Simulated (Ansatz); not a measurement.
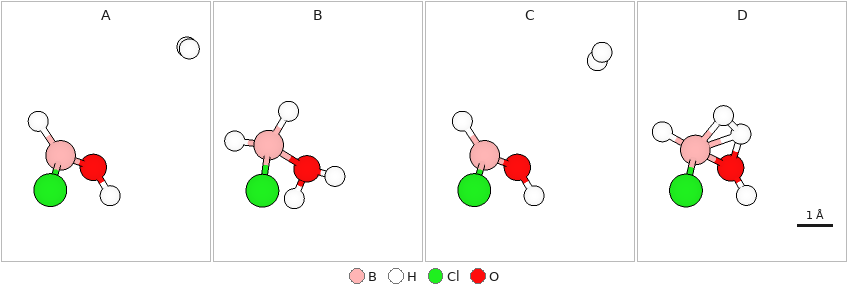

4 geometries from a converged minimum-energy path of BH$_{4}$OCl, shuffled. Style: ball-and-stick. Shown from a free direction.

These are results of RKS B3LYP/def2-mTZVP (Ansatz 0.2.0), not measurements. Set-up: 9 movable images; climbing image; force threshold 0.03 eV/Å; iteration limit 60; starting path through a guess of the saddle point.

> Which frame is the transition state?

D. In order along the path, whose images run from 0 to 10: B (image 0, 0.0 kcal/mol), D (image 3, +31.0 kcal/mol), C (image 9, −19.0 kcal/mol), A (image 10, −19.0 kcal/mol). Breaking: B–H (1.19 → 5.04 Å), H–O (0.97 → 4.71 Å). Forming: H–H (2.48 → 0.74 Å).
